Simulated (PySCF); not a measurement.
# B2PLYP/STO-3G run of SiH2Cl− (SMILES [SiH2-]Cl)

Aim: the vertical ionisation energy of SiH2Cl− at B2PLYP/STO-3G, from 2 runs. Input form: a Python script.

Program for the calculation: PySCF 2.14.0.

11 further runs of the same task are left out: 3 that didn't finish, 8 set aside as unsound or not needed.

**1. Starting point**

The species is SiH2Cl− (4 atoms), meant as a singlet with charge -1. SMILES: `[SiH2-]Cl`. The coordinates come from a GFN2-xTB relaxation.

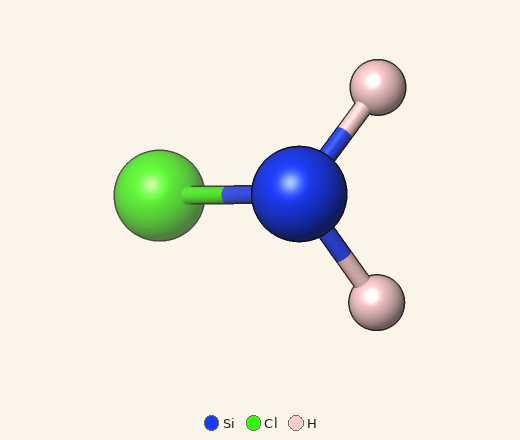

The structure, seen from a chosen angle (silicon blue, chlorine green, hydrogen pink).

**2. A single-point energy at B2PLYP/STO-3G**

geometry.xyz reads:

```xyz
4

Si    -0.487890     0.431230     0.253920
Cl     1.672110    -0.122480     0.774530
H     -0.971070    -0.977580     0.165380
H     -0.213160     0.668840    -1.193830
```

job.py reads:

```python
from pyscf import gto, dft, mp

mol = gto.M(
    atom='geometry.xyz',
    basis='sto-3g',
    verbose=4,
    max_memory=1860,
    charge=-1,
)

calc0 = dft.RKS(mol, xc='0.53*HF + 0.47*B88, 0.73*LYP')
calc0.grids.level = 5
calc0.conv_tol = 1e-10
calc0.kernel()
if not calc0.converged:
    calc0 = calc0.newton().run(calc0.mo_coeff, calc0.mo_occ)

pt = mp.MP2(calc0, frozen=10).run()
energy = calc0.e_tot + 0.27 * pt.e_corr
print('PT2 part  %.8f' % (0.27 * pt.e_corr))
print('Final energy', energy)
```

The run is started by

```sh
$ OMP_NUM_THREADS=1 python job.py
```

What it wrote:

```text
PySCF version 2.14.0

[INPUT] num. atoms = 4
[INPUT] num. electrons = 34
[INPUT] charge = -1
[INPUT] spin (= nelec alpha-beta = 2S) = 0
[INPUT] symmetry False subgroup None
[INPUT] Mole.unit = angstrom
[INPUT] Symbol           X                Y                Z      unit          X                Y                Z       unit  Magmom
[INPUT]  1 Si    -0.487890000000   0.431230000000   0.253920000000 AA   -0.921978478914   0.814906596696   0.479839257550 Bohr   0.0
[INPUT]  2 Cl     1.672110000000  -0.122480000000   0.774530000000 AA    3.159829950146  -0.231453655737   1.463649575259 Bohr   0.0
[INPUT]  3 H     -0.971070000000  -0.977580000000   0.165380000000 AA   -1.835056347781  -1.847358464852   0.312522906481 Bohr   0.0
[INPUT]  4 H     -0.213160000000   0.668840000000  -1.193830000000 AA   -0.402814020712   1.263924421154  -2.256011739290 Bohr   0.0

nuclear repulsion = 71.4973053981813
number of shells = 12
number of NR pGTOs = 60
number of NR cGTOs = 20
basis = sto-3g
ecp = {}

******** <class 'pyscf.dft.rks.RKS'> ********
method = RKS
initial guess = minao
damping factor = 0
level_shift factor = 0
DIIS = <class 'pyscf.scf.diis.CDIIS'>
diis_start_cycle = 1
diis_space = 8
diis_damp = 0
SCF conv_tol = 1e-10
SCF conv_tol_grad = None
SCF max_cycles = 50
direct_scf = True
direct_scf_tol = 1e-13
XC library pyscf.dft.libxc version 7.0.0
    S. Lehtola, C. Steigemann, M. J.T. Oliveira, and M. A.L. Marques.,  SoftwareX 7, 1–5 (2018)
XC functionals = 0.53*HF + 0.47*B88, 0.73*LYP
    A. D. Becke.,  Phys. Rev. A 38, 3098 (1988)
    C. Lee, W. Yang, and R. G. Parr.,  Phys. Rev. B 37, 785 (1988)
    B. Miehlich, A. Savin, H. Stoll, and H. Preuss.,  Chem. Phys. Lett. 157, 200 (1989)
radial grids:
    Treutler-Ahlrichs [JCP 102, 346 (1995); DOI:10.1063/1.469408] (M4) radial grids

becke partition: Becke, JCP 88, 2547 (1988); DOI:10.1063/1.454033
pruning grids: <function nwchem_prune>
grids dens level: 5
symmetrized grids: False
atomic radii adjust function: <function treutler_atomic_radii_adjust>
small_rho_cutoff = 0
Set gradient conv threshold to 1e-05
Initial guess from minao.
tot grids = 133680
init E= -741.434716163536
  HOMO = -0.162686887422134  LUMO = 0.0955099056605197  gap/eV = 7.02589
cycle= 1 E= -742.088784251057  delta_E= -0.654  |g|= 0.109  |ddm|= 2.19
  HOMO = 0.117126024136573  LUMO = 0.505206685174239  gap/eV = 10.56021
cycle= 2 E= -742.099207813818  delta_E= -0.0104  |g|= 0.0198  |ddm|= 0.458
  HOMO = 0.128455315140912  LUMO = 0.510349370203246  gap/eV = 10.39187
cycle= 3 E= -742.099442677687  delta_E= -0.000235  |g|= 0.00406  |ddm|= 0.0523
  HOMO = 0.12677657962748  LUMO = 0.508646178230768  gap/eV = 10.39120
cycle= 4 E= -742.099456648755  delta_E= -1.4e-05  |g|= 0.00109  |ddm|= 0.0169
  HOMO = 0.127082607333214  LUMO = 0.50899758375372  gap/eV = 10.39244
cycle= 5 E= -742.09945782021  delta_E= -1.17e-06  |g|= 0.000114  |ddm|= 0.00505
  HOMO = 0.127056720101189  LUMO = 0.50896420317183  gap/eV = 10.39223
cycle= 6 E= -742.09945783655  delta_E= -1.63e-08  |g|= 1.25e-05  |ddm|= 0.000579
  HOMO = 0.127057930179847  LUMO = 0.5089674756829  gap/eV = 10.39229
cycle= 7 E= -742.09945783674  delta_E= -1.9e-10  |g|= 1e-06  |ddm|= 6.21e-05
  HOMO = 0.127057908456405  LUMO = 0.508967136873078  gap/eV = 10.39228
cycle= 8 E= -742.09945783674  delta_E=    0  |g|= 8.32e-08  |ddm|= 4.05e-06
  HOMO = 0.127057930987148  LUMO = 0.508967151785088  gap/eV = 10.39228
Extra cycle  E= -742.099457836741  delta_E= -1.14e-12  |g|= 1.96e-08  |ddm|= 2.99e-07
converged SCF energy = -742.099457836741

******** <class 'pyscf.mp.mp2.RMP2'> ********
nocc = 7, nmo = 10
frozen orbitals 10
E(RMP2) = -742.144298212052  E_corr = -0.0448403753106162
E(SCS-RMP2) = -742.152582983211  E_corr = -0.0531251464698045
E_corr(same-spin) = -0.000788427580309421
E_corr(oppo-spin) = -0.0440519477303067
PT2 part  -0.01210690
Final energy -742.1115647380751
```

It took 2 s on 1 thread of Arm Neoverse V2, shared host; peak memory 0.2 GiB.

**3. Doublet neutral SiH2Cl, same level**

calc.py reads:

```python
from pyscf import gto, dft, mp

mol = gto.Mole()
mol.atom = '''
Si  -0.487890   0.431230   0.253920
Cl   1.672110  -0.122480   0.774530
H   -0.971070  -0.977580   0.165380
H   -0.213160   0.668840  -1.193830
'''
mol.charge = 0
mol.verbose = 4
mol.basis = 'sto-3g'
mol.max_memory = 1860
mol.spin = 1
mol.build()

myscf = dft.UKS(mol)
myscf.xc = '0.53*HF + 0.47*B88, 0.73*LYP'
myscf.grids.level = 5
myscf.conv_tol = 1e-10
myscf.kernel()
if not myscf.converged:
    myscf = myscf.newton().run(myscf.mo_coeff, myscf.mo_occ)

pt = mp.MP2(myscf, frozen=10).run()
e_final = myscf.e_tot + 0.27 * pt.e_corr
print('PT2 part  %.8f' % (0.27 * pt.e_corr))
print('Final energy', e_final)
```

The run is started by

```sh
$ OMP_NUM_THREADS=1 python calc.py
```

What it wrote:

```text
PySCF version 2.14.0

[INPUT] num. atoms = 4
[INPUT] num. electrons = 33
[INPUT] charge = 0
[INPUT] spin (= nelec alpha-beta = 2S) = 1
[INPUT] symmetry False subgroup None
[INPUT] Mole.unit = angstrom
[INPUT] Symbol           X                Y                Z      unit          X                Y                Z       unit  Magmom
[INPUT]  1 Si    -0.487890000000   0.431230000000   0.253920000000 AA   -0.921978478914   0.814906596696   0.479839257550 Bohr   0.0
[INPUT]  2 Cl     1.672110000000  -0.122480000000   0.774530000000 AA    3.159829950146  -0.231453655737   1.463649575259 Bohr   0.0
[INPUT]  3 H     -0.971070000000  -0.977580000000   0.165380000000 AA   -1.835056347781  -1.847358464852   0.312522906481 Bohr   0.0
[INPUT]  4 H     -0.213160000000   0.668840000000  -1.193830000000 AA   -0.402814020712   1.263924421154  -2.256011739290 Bohr   0.0

nuclear repulsion = 71.4973053981813
number of shells = 12
number of NR pGTOs = 60
number of NR cGTOs = 20
basis = sto-3g
ecp = {}

[... 77 lines left out ...]
converged SCF energy = -742.15872842209  <S^2> = 0.75162569  2S+1 = 2.001625
[... 1 line left out ...]
******** <class 'pyscf.mp.ump2.UMP2'> ********
nocc = (np.int64(7), np.int64(6)), nmo = (10, 10)
frozen orbitals 10
E(UMP2) = -742.210424957877  E_corr = -0.0516965357860969
E(SCS-UMP2) = -742.217865411882  E_corr = -0.0591369897918484
E_corr(same-spin) = -0.00334483055938593
E_corr(oppo-spin) = -0.0483517052267109
PT2 part  -0.01395806
Final energy -742.1726864867527
```

Wall time 3.6 s (1 thread of Arm Neoverse V2, shared host); peak memory 0.21 GiB.

**4. Summary of results**

At B2PLYP/STO-3G, 10 core orbitals frozen:

```
                                                                        quantity          value
                                                   singlet SiH2Cl−: total energy  -742.11156 Eh
                              singlet SiH2Cl−: HOMO energy (SCF part's orbitals)        3.46 eV
                              singlet SiH2Cl−: LUMO energy (SCF part's orbitals)       13.85 eV
          singlet SiH2Cl−: HOMO–LUMO gap (to an unbound level, set by the basis)       10.39 eV
                                            doublet neutral SiH2Cl: total energy  -742.17269 Eh
                                doublet neutral SiH2Cl: dipole moment (SCF part)         4.17 D
doublet neutral SiH2Cl: HOMO energy (SCF part's orbitals) (highest over α and β)       -6.48 eV
 doublet neutral SiH2Cl: LUMO energy (SCF part's orbitals) (lowest over α and β)       -0.17 eV
                                                    doublet neutral SiH2Cl: ⟨S²⟩          0.752
                             vertical detachment energy (to the doublet neutral)      -1.663 eV
```

**Reading.** The species is unbound against losing an electron at this level, by 1.66 eV (−160 kJ/mol); missing correlation or diffuse functions can give that sign where the real anion is bound. In a minimal basis such a difference can be off by several eV, whatever the method. Mulliken charges (singlet SiH2Cl−) run from -0.63 on Cl2 to +0.19 on Si1; they depend strongly on the basis. The HOMO (singlet SiH2Cl−) lies at positive energy, 3.46 eV; only total energies tell whether the electron is bound. Mulliken charges (doublet neutral SiH2Cl) run from -0.39 on Cl2 to +0.61 on Si1.
